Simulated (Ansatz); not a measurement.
CaAl2Cu2 (space group I4/mmm, No. 139). Coordinates: coordinates from a relaxation with DFT, PAW plane waves, r2scan (Ansatz); the starting structure was generated, so it need not be a known form of this composition.

```
Cu Al Ca
1.0
     4.27301    0.00000    0.00000
     0.00000    4.27301    0.00000
     0.00000    0.00000    9.98291
Cu Al Ca
4 4 2
Cartesian
  0.0000 2.1365 7.4872
  2.1365 0.0000 7.4872
  2.1365 0.0000 2.4957
  0.0000 2.1365 2.4957
  2.1365 2.1365 8.6456
  0.0000 0.0000 6.3287
  0.0000 0.0000 3.6542
  2.1365 2.1365 1.3373
  0.0000 0.0000 0.0000
  2.1365 2.1365 4.9915
```

Bonds are taken as Al–Al below 3 Å and Al–Cu below 2.7 Å; Ca is left out of the net, as the electropositive filling of the structure. Atoms with one bond or none are removed and atoms with two bonds are replaced by edges, until no such atom is left.

What net does this leave?

The result is a binodal (4,5)-connected, three-periodic net: Cu is a 4-connected node; Al is a 5-connected node, in the ratio 1:1. It is the tcs net, known from the Cr-Si framework of the ThCr2Si2 type with its Si-Si bonds. It is a single net, without interpenetration.

| node | links | point symbol | coordination sequence |
| --- | --- | --- | --- |
| Cu | 4 | 4⁴·6² | 4 12 26 40 64 |
| Al | 5 | 4⁴·6⁶ | 5 12 24 44 65 |

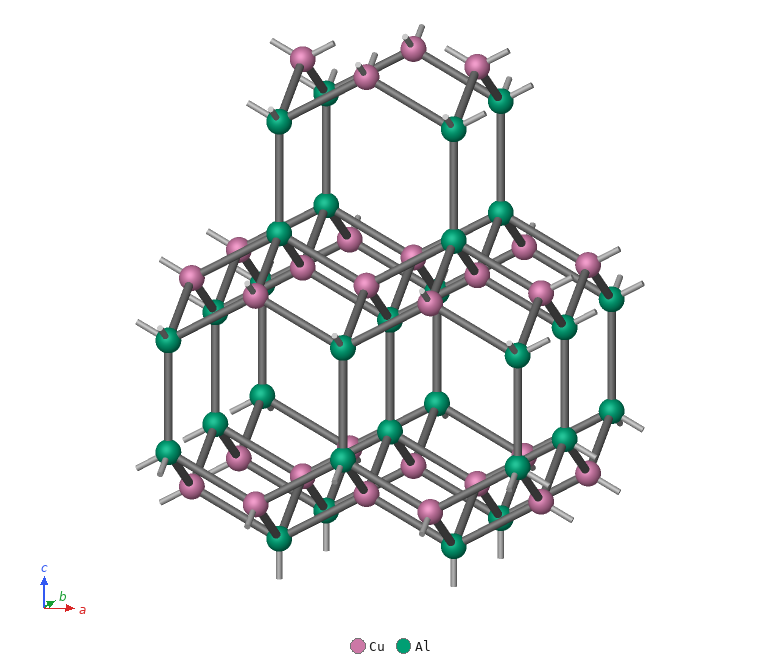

Nodes are coloured by topological kind. Short stubs are edges that leave the cut-out.
